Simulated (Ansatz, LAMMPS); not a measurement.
# Relaxing Na+ BF4- in gamma-butyrolactone, from a frame at 300 K (96 atoms)

Aim: bring Na+ BF4- in gamma-butyrolactone, from a frame at 300 K (96 atoms) to a nearby minimum of the energy and see what moves.

Main program and level: Ansatz 0.2.0; Kohn-Sham DFT, LDA, PAW (set soft_2), plane waves.

### 1. The structure

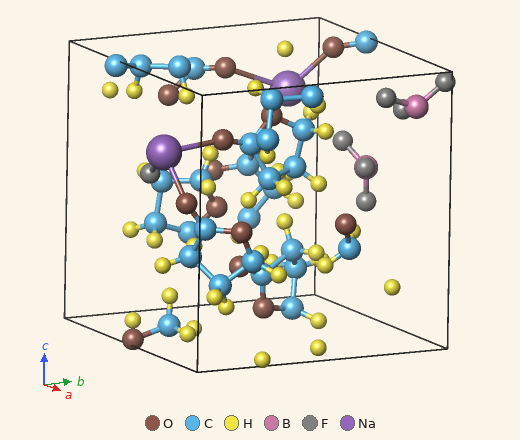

The cell as given, slightly off an axis (oxygen brown, carbon blue, hydrogen yellow, boron pink, fluorine grey, sodium purple). Bonds to atoms that aren't drawn are left out. Some periodic images of atoms are drawn too.

The cell holds 96 atoms: 14 O, 28 C, 42 H, 2 B, 8 F and 2 Na. Cell: a = 10.223 Å, b = 10.223 Å, c = 10.223 Å, α = 90.0°, β = 90.0°, γ = 90.0°. 7 gamma-butyrolactone, 2 Na+, 2 BF4- placed at random, at 1.28 g/cm³; overlaps pushed apart, then 10 ps at 550 K with stiff harmonic cages for PF6 and BF4 with UFF radii; Joung-Cheatham ions (J. Phys. Chem. B 112, 9020 (2008)); MMFF94 bonds, angles, torsions, charges and radii (Halgren, J. Comput. Chem. 17, 490 (1996)) in harmonic and 12-6 forms; charges of ions scaled by 0.8. Snapshot after 30 ps at 300 K and fixed volume.

What the set-up can't give: The network of contacts between molecules at the start is that of the classical potential that made the cell. The functional has no dispersion term, which matters for the binding between molecules or layers, where LDA binds through overlap of densities alone. Sampling is at Γ alone, for a cell whose shortest periodic width is 10 Å.

### 2. The classical run that made the cell

A classical potential makes the cell, at a small fraction of what the same run would cost in DFT.

This step: classical MD, stiff harmonic cages for PF6 and BF4 with UFF radii; Joung-Cheatham ions (J. Phys. Chem. B 112, 9020 (2008)); MMFF94 bonds, angles, torsions, charges and radii (Halgren, J. Comput. Chem. 17, 490 (1996)) in harmonic and 12-6 forms; charges of ions scaled by 0.8 (LAMMPS 22 Jul 2025 - Update 4).

Input file in.lmp:

```
# Na+ BF4- in gamma-butyrolactone
units real
atom_style full
boundary p p p
bond_style harmonic
angle_style harmonic
dihedral_style opls
improper_style harmonic
special_bonds lj 0 0 0.5 coul 0 0 0.75
read_data data.lmp
neigh_modify delay 0 every 1 check yes one 4000
comm_modify cutoff 12.0
timestep 0.5
thermo_style custom step time temp pe press density
thermo_modify norm yes
# push overlapping molecules apart
pair_style soft 2.6
pair_coeff * * 0.0
variable a equal ramp(1,60)
fix ad all adapt 1 pair soft a * * v_a
velocity all create 550 732216 mom yes dist gaussian
fix lim all nve/limit 0.03
fix lan all langevin 550 550 50 732217 zero yes
thermo 1000
run 3000 post no
unfix ad
pair_style lj/cut/coul/long 9.0
pair_modify mix arithmetic tail yes
pair_coeff 1 1 0.0763 2.9870   # O
pair_coeff 2 2 0.0678 3.4070   # C
pair_coeff 3 3 0.0678 3.3680   # C
pair_coeff 4 4 0.0763 3.0430   # O
pair_coeff 5 5 0.0216 2.5400   # H
pair_coeff 6 6 0.1800 3.6375   # B
# [... 20 lines left out ...]
compute msd all msd com yes
thermo 7500
fix md all nvt temp 300 300 100
run 30000 post no
print "== T300: mean square displacement over the hold $(c_msd[4]:%.2f) A^2"
unfix md
uncompute msd
write_dump all custom T300.dump id type xs ys zs modify sort id
```

Run with:

```console
$ lmp -in in.lmp -log none -nocite
```

Output:

```text
LAMMPS (22 Jul 2025 - Update 4)
Reading data file ...
  orthogonal box = (0 0 0) to (10.22276 10.22276 10.22276)
  96 atoms
  orthogonal box = (0 0 0) to (10.22276 10.22276 10.22276)
  104 bonds
  154 angles
  196 dihedrals
  7 impropers
WARNING: Bond/angle/dihedral extent > half of periodic box length
   Step          Time           Temp          PotEng         Press         Density
         0   0              550            0.15872536     4945.1005      1.2780002
      1000   500            548.40275      1.6546127      8575.8718      1.2780002
      2000   1000           496.71503      1.3657032      17218.566      1.2780002
      3000   1500           553.55607      1.46473        20754.702      1.2780002
WARNING: Bond/angle/dihedral extent > half of periodic box length
Loop time of 0.256071 s on 1 MPI rank(s) for 3000 steps with 96 atoms
PPPM initialization ...
  G vector (1/distance) = 0.29514372
  grid = 6 6 6
  estimated relative force accuracy = 2.7600841e-05
WARNING: Bond/angle/dihedral extent > half of periodic box length
   Step          Time           Temp          PotEng         Press         Density
      3000   1500           553.55607     -1.3625916      1298.0147      1.2780002
[... 17 lines left out ...]
Loop time of 0.752684 s on 1 MPI rank(s) for 2000 steps with 96 atoms
WARNING: Bond/angle/dihedral extent > half of periodic box length
   Step          Time           Temp          PotEng         Press         Density
      2000   1000           553.36366     -2.6673163      15607.742      1.2780002
[... 5 lines left out ...]
WARNING: Bond/angle/dihedral extent > half of periodic box length
Loop time of 4.00222 s on 1 MPI rank(s) for 10000 steps with 96 atoms
WARNING: Bond/angle/dihedral extent > half of periodic box length
   Step          Time           Temp          PotEng         Press         Density
[... 4 lines left out ...]
WARNING: Bond/angle/dihedral extent > half of periodic box length
Loop time of 1.99917 s on 1 MPI rank(s) for 5000 steps with 96 atoms
WARNING: Bond/angle/dihedral extent > half of periodic box length
   Step          Time           Temp          PotEng         Press         Density
[... 2 lines left out ...]
     30000   29000          286.09334     -3.5002664      5629.4027      1.2780002
     37500   36500          278.6676      -3.2357459     -2198.9057      1.2780002
     45000   44000          290.21061     -3.3867339      3641.4125      1.2780002
     47000   46000          285.4001      -3.4144697      13481.258      1.2780002
WARNING: Bond/angle/dihedral extent > half of periodic box length
Loop time of 11.694 s on 1 MPI rank(s) for 30000 steps with 96 atoms
== T300: mean square displacement over the hold 8.04 A^2
```

The job ended after 19 s (1 thread of Arm Neoverse V1, shared host; peak memory 0.12 GiB).

The input also reads data.lmp (atoms, bonds and types; not printed here).

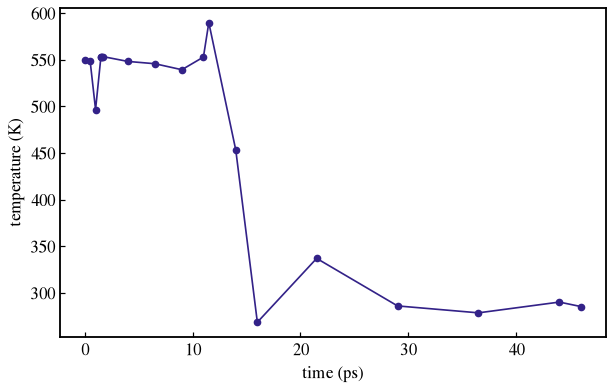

Temperature, plotted against time.

### 3. Single point at the start

A single point comes first, to see the forces before anything moves.

Input file input.yaml:

```yaml
crystal:
  lattice:
    - [10.22276, 0.0, 0.0]
    - [0.0, 10.22276, 0.0]
    - [0.0, 0.0, 10.22276]
  atoms:
    - { symbol: O, position: [0.18834, 0.40178, 0.22192] }
    - { symbol: C, position: [0.23732, 0.36653, 0.32477] }
    - { symbol: C, position: [0.23725, 0.23047, 0.36956] }
    - { symbol: C, position: [0.24289, 0.25076, 0.52049] }
    - { symbol: C, position: [0.32805, 0.36232, 0.53097] }
    - { symbol: O, position: [0.29509, 0.44394, 0.42104] }
    - { symbol: H, position: [0.15062, 0.17837, 0.33378] }
    - { symbol: H, position: [0.32456, 0.18166, 0.32881] }
    - { symbol: H, position: [0.14507, 0.28165, 0.55434] }
    - { symbol: H, position: [0.27962, 0.16254, 0.57318] }
    - { symbol: H, position: [0.31183, 0.40587, 0.62] }
    - { symbol: H, position: [0.43317, 0.33311, 0.52868] }
    - { symbol: O, position: [0.68482, 0.25496, 0.75584] }
    - { symbol: C, position: [0.6749, 0.37214, 0.72892] }
    - { symbol: C, position: [0.7002, 0.43583, 0.60363] }
    - { symbol: C, position: [0.63808, 0.56975, 0.62281] }
    - { symbol: C, position: [0.67233, 0.58433, 0.76186] }
    - { symbol: O, position: [0.6538, 0.46546, 0.81985] }
    - { symbol: H, position: [0.80608, 0.43934, 0.59202] }
    - { symbol: H, position: [0.65611, 0.37748, 0.52192] }
    - { symbol: H, position: [0.68106, 0.64364, 0.56363] }
    - { symbol: H, position: [0.53625, 0.55988, 0.58763] }
    - { symbol: H, position: [0.77268, 0.61836, 0.77276] }
    - { symbol: H, position: [0.60699, 0.648, 0.80767] }
    - { symbol: O, position: [0.17299, 0.66104, 0.59926] }
    - { symbol: C, position: [0.09253, 0.67435, 0.51525] }
    - { symbol: C, position: [0.09422, 0.78038, 0.42313] }
    - { symbol: C, position: [0.02971, 0.71649, 0.30668] }
    - { symbol: C, position: [0.92883, 0.6386, 0.37939] }
    - { symbol: O, position: [0.99656, 0.58588, 0.48452] }
    - { symbol: H, position: [0.03705, 0.86192, 0.45784] }
    - { symbol: H, position: [0.19736, 0.81213, 0.39373] }
    - { symbol: H, position: [0.98572, 0.78168, 0.23808] }
    - { symbol: H, position: [0.09318, 0.64225, 0.26166] }
    - { symbol: H, position: [0.84331, 0.69556, 0.42015] }
    - { symbol: H, position: [0.90208, 0.55717, 0.31993] }
    - { symbol: O, position: [0.19005, 0.52478, 0.89691] }
    - { symbol: C, position: [0.10391, 0.44567, 0.88397] }
    - { symbol: C, position: [0.97451, 0.45423, 0.95202] }
    - { symbol: C, position: [0.93635, 0.31338, 0.94575] }
    - { symbol: C, position: [0.99013, 0.27085, 0.81454] }
    - { symbol: O, position: [0.10627, 0.34454, 0.79665] }
    - { symbol: H, position: [0.98476, 0.49081, 0.04434] }
    - { symbol: H, position: [0.90098, 0.51651, 0.90083] }
    - { symbol: H, position: [0.99007, 0.2649, 0.0211] }
    - { symbol: H, position: [0.83518, 0.30135, 0.96877] }
    - { symbol: H, position: [0.00399, 0.16458, 0.81001] }
    - { symbol: H, position: [0.92344, 0.30616, 0.74098] }
    - { symbol: O, position: [0.55566, 0.40037, 0.26125] }
    - { symbol: C, position: [0.52578, 0.50705, 0.2179] }
    - { symbol: C, position: [0.50998, 0.63429, 0.2914] }
    - { symbol: C, position: [0.41813, 0.69758, 0.20564] }
    - { symbol: C, position: [0.46455, 0.66238, 0.07075] }
    - { symbol: O, position: [0.49684, 0.53003, 0.08956] }
    - { symbol: H, position: [0.4723, 0.62169, 0.38847] }
    - { symbol: H, position: [0.60088, 0.68175, 0.29589] }
    - { symbol: H, position: [0.32134, 0.65238, 0.20986] }
    - { symbol: H, position: [0.41932, 0.80097, 0.22269] }
    - { symbol: H, position: [0.3855, 0.65803, 0.99142] }
    - { symbol: H, position: [0.54889, 0.72342, 0.03644] }
    - { symbol: O, position: [0.30842, 0.89209, 0.96229] }
    - { symbol: C, position: [0.35157, 0.00085, 0.98033] }
    - { symbol: C, position: [0.29238, 0.13187, 0.95619] }
    - { symbol: C, position: [0.40448, 0.22659, 0.96689] }
    - { symbol: C, position: [0.49931, 0.15209, 0.05873] }
    - { symbol: O, position: [0.47753, 0.01987, 0.01514] }
    - { symbol: H, position: [0.24651, 0.13209, 0.85773] }
    - { symbol: H, position: [0.22191, 0.15527, 0.02236] }
    - { symbol: H, position: [0.4388, 0.23852, 0.86736] }
    - { symbol: H, position: [0.36862, 0.32072, 0.00765] }
    - { symbol: H, position: [0.60326, 0.17091, 0.04642] }
    - { symbol: H, position: [0.48348, 0.16154, 0.16127] }
    - { symbol: O, position: [0.80973, 0.04699, 0.56826] }
    - { symbol: C, position: [0.81819, 0.11968, 0.47109] }
    - { symbol: C, position: [0.72676, 0.10998, 0.35593] }
    - { symbol: C, position: [0.81734, 0.18364, 0.2618] }
    - { symbol: C, position: [0.86984, 0.28529, 0.3506] }
    - { symbol: O, position: [0.8977, 0.22294, 0.46642] }
    [... 12 atom lines left out ...]
    - { symbol: F, position: [0.38664, 0.89488, 0.64018] }
    - { symbol: F, position: [0.45232, 0.95733, 0.4294] }
    - { symbol: F, position: [0.60306, 0.87104, 0.58801] }
    - { symbol: F, position: [0.50822, 0.06047, 0.61627] }
    - { symbol: Na, position: [0.22264, 0.75999, 0.80762] }
    - { symbol: Na, position: [0.68663, 0.01946, 0.73081] }
kpoints:
  mp_grid: { grid: [1, 1, 1] }
hamiltonian:
  xc: lda
scf:
  occupations: { method: gaussian, width: 0.025 }
output:
  forces: true
  stress: true
  populations: true
  dos:
    method: { smearing: { sigma: 0.15 } }
    de: 0.1
    projected: { site_lists: { B: [B], C: [C], F: [F], H: [H], Na: [Na] } }
  eigenvalues: true
```

Run with:

```console
$ ansatz run input.yaml --threads 4 --pin off --max-ram 8192MiB --backend cpu --events-out ev --progress --plain --runs-dir out
```

Output:

```text
Engine: ansatz 0.2.0, aarch64-unknown-linux-gnu
Pseudopotentials: kind: paw
Pseudopotential: O, paw, valence charge 6, recommended cutoff 420 eV (normal), O.paw.azcp
Pseudopotential: C, paw, valence charge 4, recommended cutoff 420 eV (normal), C.paw.azcp
Pseudopotential: H, paw, valence charge 1, recommended cutoff 420 eV (normal), H.paw.azcp
Pseudopotential: B, paw, valence charge 3, recommended cutoff 420 eV (normal), B.paw.azcp
Pseudopotential: F, paw, valence charge 7, recommended cutoff 420 eV (normal), F.paw.azcp
Pseudopotential: Na, paw, valence charge 9, recommended cutoff 420 eV (normal), Na.paw.azcp
[... 3 lines on functional and potentials left out ...]
Crystal: 96 atoms, lattice volume = 1068.328 Å³
Basis set: ecut = 420 eV, 20815 PW (Γ)
Bands: 255, of which v1, the nominal top of the filled ones, is band 159 counted from 1 (158 counted from 0)
Symmetry: 1 space group operations
Space group: P1 (ITA 1), of the structure as read, at distance tolerance 1.0e-4 Å
k-points: 1
[... 18 lines on functional and potentials left out ...]
Initial density: superposition of atomic densities (neutral atoms: chi_scale 0, normalization atom), corrected by the library's trained network
Initial wavefunctions: pseudopotential atomic-orbital guess
Functional: x = slater, c = lda
SCF iter   1: F=—  HF=-24819.543373 eV  |F-HF|=—  |Δ(HF+E_count)|=         —  Δρ=1.11e-2  dr2=9.83e-1  ethr=1.77e-3  ⟨swp⟩=6.0  Hψ=1147  notcnv=0  defer=45
preconditioner: auto → Resta (q_TF=auto, 2.229 Å⁻¹)  ε∞=2.4  [insulator: Δε(μ)=4.648 eV  Ē_g=17.039 eV  σ=0.025 eV  W_gap=1.00  n_scr=202 (ndim 8)  ℏωp=20.1 eV  f_vac=0.273  D(μ)=0.00/eV (n_scr^D=0)  ε∞_Penn≈2.4]
SCF iter   2: F=—  HF=-24819.250083 eV  |F-HF|=—  |Δ(HF+E_count)|=   2.93e-1  Δρ=4.43e-3  dr2=1.45e-1  ethr=3.09e-4  ⟨swp⟩=2.0  Hψ=449  notcnv=0  defer=88
SCF iter   3: F=—  HF=-24819.215460 eV  |F-HF|=—  |Δ(HF+E_count)|=   3.46e-2  Δρ=1.93e-3  dr2=4.03e-2  ethr=4.57e-5  ⟨swp⟩=2.0  Hψ=292  notcnv=0  defer=88
SCF iter   4: F=—  HF=-24819.207851 eV  |F-HF|=—  |Δ(HF+E_count)|=   7.61e-3  Δρ=9.54e-4  dr2=9.50e-3  ethr=1.27e-5  ⟨swp⟩=2.0  Hψ=330  notcnv=0  defer=88
SCF iter   5: F=—  HF=-24819.206442 eV  |F-HF|=—  |Δ(HF+E_count)|=   1.41e-3  Δρ=3.08e-4  dr2=1.12e-3  ethr=2.99e-6  ⟨swp⟩=2.0  Hψ=320  notcnv=0  defer=88
SCF iter   6: F=—  HF=-24819.206544 eV  |F-HF|=—  |Δ(HF+E_count)|=   1.03e-4  Δρ=1.12e-4  dr2=1.94e-4  ethr=3.53e-7  ⟨swp⟩=2.0  Hψ=298  notcnv=0  defer=88
SCF iter   7: F=—  HF=-24819.206598 eV  |F-HF|=—  |Δ(HF+E_count)|=   5.33e-5  Δρ=6.00e-5  dr2=3.40e-5  ethr=6.11e-8  ⟨swp⟩=2.0  Hψ=321  notcnv=0  defer=88
SCF iter   8: F=—  HF=-24819.207734 eV  |F-HF|=—  |Δ(HF+E_count)|=   1.14e-3  Δρ=2.04e-5  dr2=4.37e-6  ethr=1.07e-8  ⟨swp⟩=2.0  Hψ=402  notcnv=0  defer=88
SCF iter   9: F=—  HF=-24819.207737 eV  |F-HF|=—  |Δ(HF+E_count)|=   3.28e-6  Δρ=1.18e-5  dr2=1.40e-6  ethr=1.37e-9  ⟨swp⟩=2.0  Hψ=322  notcnv=0  defer=88
SCF iter  10: F=—  HF=-24819.207737 eV  |F-HF|=—  |Δ(HF+E_count)|=   3.06e-7  Δρ=3.70e-6  dr2=1.66e-7  ethr=4.40e-10  ⟨swp⟩=2.0  Hψ=322  notcnv=0  defer=88
SCF iter  11: F=-24819.207737 eV  HF=-24819.207737 eV  |F-HF|=3.79e-8  |Δ(HF+E_count)|=   1.46e-7  Δρ=1.08e-6  dr2=1.88e-8  ethr=3.14e-11  ⟨swp⟩=15.0  Hψ=1667  notcnv=0
SCF 1 converged in 11 iterations: F = -24819.207737 eV  dr2 = 1.88e-8
  greatest PAW one-centre occupation: 0.999 electrons in one spin orbital (limit 2), on the Na atom at site 95 (counted from 0), in its partial waves of l = 0
SCF converged after 11 iterations
Free energy (F): -24819.207737 eV
Harris-Foulkes:  -24819.207737 eV  (|F-HF|=3.79e-8)
Internal energy: -24819.207737 eV  (E = F + TS)
E sigma→0 (E₀):  -24819.207737 eV
Fermi energy:    1.005008 eV
--- Per-component energies (eV) ---
  E_band       = -3046.641487
  E_kinetic    = 7571.304321
  E_local      = -29943.825792  (includes V_loc(G=0)·N_el)
  E_nonlocal   = 2433.778962
  E_hartree    = 11343.396174
  E_xc         = -3461.588833
  E_vxc        = -4402.394302  (∫ρ·V_xc dr)
  E_paw        = -6798.721105  (= ΣΔE_a)
  E_vpaw       = -1392.290582  (= ΣTr[D̂ρ^β])
  E_aug_tail   = -0.003985  (compensation charges beyond the density's cutoff)
  E_ewald      = -5967.943152
  E_core_change = 4.395673  (= ΣΔE_core)
  E_smearing   = -0.000000  (= −TS)
  E_closure    = -0.000000  (closes the sum)
  Σ components = -24819.207737   (vs F -24819.207737, Δ=0.00e0)
--- Forces (eV/Å), atoms counted from 1 ---
  atom   1  O      0.83806322     0.94543205     1.11431861
  atom   2  C     -0.24498539     0.26371556    -0.07856863
  atom   3  C     -0.07837991    -0.30394336     1.46487422
  atom   4  C     -0.83226956    -2.37738185    -1.24902940
  atom   5  C      1.72696687    -0.44978300    -1.98057010
  atom   6  O     -0.61532998    -0.12982170    -1.26533642
  atom   7  H     -0.06527296    -0.02841565    -0.02788982
  atom   8  H      0.15968901    -0.14567834     0.22190615
  atom   9  H     -0.08272302    -0.38885100     0.07764049
  atom  10  H     -0.26893221     0.39490178    -0.09224341
  atom  11  H     -0.49686381     2.07474093     2.25363773
  atom  12  H     -0.11754923     0.18431495    -0.41070789
  atom  13  O     -0.57874244     1.71197622    -0.10993375
  atom  14  C      0.71729534    -2.22495092     1.30773309
[...]
atom  95  Na    -0.30559141    -0.06510798    -0.30929092
  atom  96  Na    -0.03184009     0.17706798     0.28032304
  max |Σ_I F_I| component: 1.92e-4 eV/Å
--- Stress (GPa, compression-positive) ---
        1.389055       0.089724      -0.642796
        0.089724       1.929151      -0.561132
       -0.642796      -0.561132       0.998913
  P = ⅓ Tr σ = 1.4390 GPa (14.390 kbar)
--- Band table (eV) ---
  k-point 0: bands = ["-49.8603", "-48.9547", "-24.5506", "-24.3152", [... 239 levels ...], "10.6762", "10.7309", "10.8316", "10.8473", "10.9290", "10.9646", "11.0214", "11.1397", "11.1627", "11.2203", "11.2940", "11.3391"]
--- Löwdin populations: 96 sites ---
  site symbol       q [e]
     0      O      6.3942
     1      C      3.4441
     2      C      4.3515
[...]
95     Na      8.2008
  spilling = 0.010659 (of n_electrons = 318.000000)
```

The job ended after 14 s (4 threads of Arm Neoverse V1, shared host; peak memory 1.1 GiB).

The column dr2 measures how far the density is from self-consistency, as an energy; F and HF (Harris–Foulkes) agree once it is small.

Numbers from this run:

- free energy: -24819.2077 eV
- free energy per atom: -258.5334 eV/atom
- SCF cycles: 11
- pressure: 1.439 GPa
- r.m.s. force component: 0.9796 eV/Å
- longest force: 4.655 eV/Å
- Fermi energy: 1.005 eV
- gap (highest filled to lowest empty level): 4.506 eV
- spilling of the projection: 0.01066

The r.m.s. force component of 0.98 eV/Å and the pressure of 1.4 GPa set the starting point.

Neighbours are counted within 1.34 Å (H-C), 1.85 Å (C-C), 1.73 Å (C-O), 2.98 Å (O-Na), 1.72 Å (F-B), 2.61 Å (F-Na).

Length of the force by element and coordination:

| element | coordination | atoms | mean length of the force (eV/Å) | spread | least | most |
| --- | --- | --- | --- | --- | --- | --- |
| B | all | 2 | 2.24 | 0.179 | 2.06 | 2.42 |
| C | all | 28 | 1.93 | 1.02 | 0.22 | 4.66 |
| C | 3 | 7 | 1.70 | 1.40 | 0.368 | 4.66 |
| C | 4 | 21 | 2.01 | 0.842 | 0.22 | 3.23 |
| F | all | 8 | 1.32 | 0.337 | 0.834 | 1.89 |
| F | 1 | 4 | 1.44 | 0.314 | 1.04 | 1.89 |
| F | 2 | 4 | 1.20 | 0.314 | 0.834 | 1.66 |
| H | all | 42 | 1.06 | 0.761 | 0.0765 | 3.52 |
| Na | all | 2 | 0.386 | 0.0533 | 0.333 | 0.440 |
| Na | 4 | 1 | 0.440 | 0 | 0.440 | 0.440 |
| Na | 5 | 1 | 0.333 | 0 | 0.333 | 0.333 |
| O | all | 14 | 1.64 | 0.755 | 0.137 | 3.19 |
| O | 1 | 2 | 1.26 | 0.427 | 0.830 | 1.68 |
| O | 2 | 12 | 1.70 | 0.779 | 0.137 | 3.19 |

[end of part 1 of 4]

[Logs are printed without paths, hosts, clocks, repeated set-up lines and the standing remarks that a program may print on its own settings, such as how far it seeks lower states.]

[Hosts, paths, dates, database ids (printed as entryN), source tags and the programs' standing remarks are cut or masked in the printed files.]

[The MMFF94 radii named for the starting cell were scaled by 0.96; in molecules described by MMFF94, hydrogen bound to N, O or S took a small fixed 12-6 site in their place.]
